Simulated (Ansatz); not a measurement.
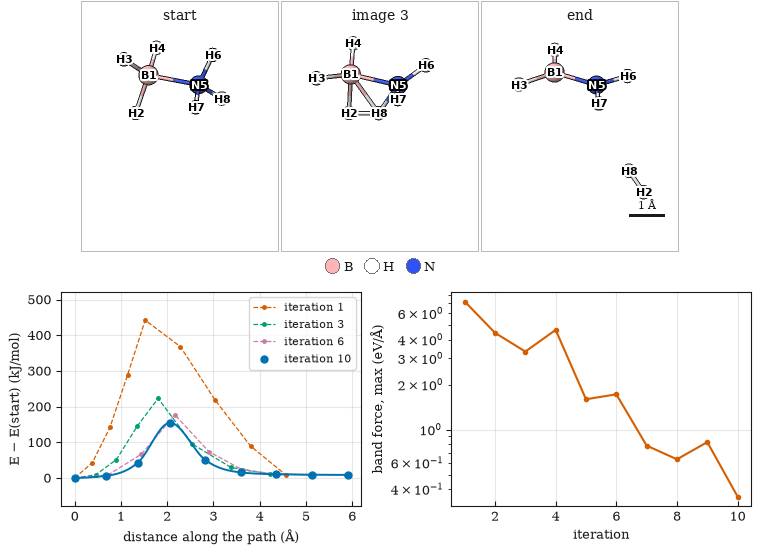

A search for the minimum-energy path of BNH₆ by the nudged elastic band. Images are numbered from 0 (start) to 8 (end). The plot follows the band through its iterations. The picture is a ball-and-stick view, seen at a tilt.

These are results of RKS r2SCAN-D4/def2-SVP (Ansatz 0.2.0), not measurements. Set-up: 7 movable images; climbing image; force threshold 0.5 eV/Å; iteration limit 60; starting path through a guess of the saddle point.

Question: Judge this run.

Answer: The run met only a loose threshold, so the barrier can't be trusted yet. The band converged in 10 iterations. The largest component of the band force went from 7.2 to 0.36 eV/Å. The climbing image converged on the top of the path. Its curvatures weren't checked. The force threshold is so loose that the height of the top is at best an upper bound. The first iteration put the highest image at 442.1 kJ/mol. The highest point, image 3, lies 154.3 kJ/mol above the start and 145.7 kJ/mol above the end; the end is at +8.6 kJ/mol relative to the start.
